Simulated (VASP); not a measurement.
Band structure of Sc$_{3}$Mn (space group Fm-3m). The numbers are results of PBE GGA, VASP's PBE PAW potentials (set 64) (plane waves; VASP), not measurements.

The moments were started parallel, and other spin orders were not tried in this run.

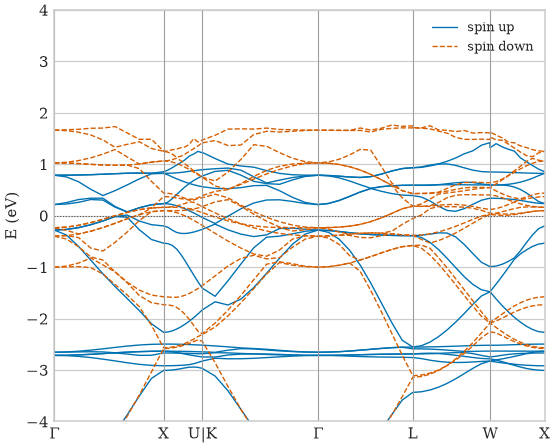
Figure. Bands along high-symmetry lines, zero at the valence-band maximum or, without a gap, the Fermi level

Read the plot: is there a gap, and where are the band edges?

It has no gap at this level: it comes out as a metal or semimetal.

The structure was generated: Sc3Mn was put into an ordered model structure, which need not be its known phase. The cell was not relaxed at this level. The k-mesh is coarse (spacing up to 0.36 per Å, 2π included), so the numbers may not be converged in it.
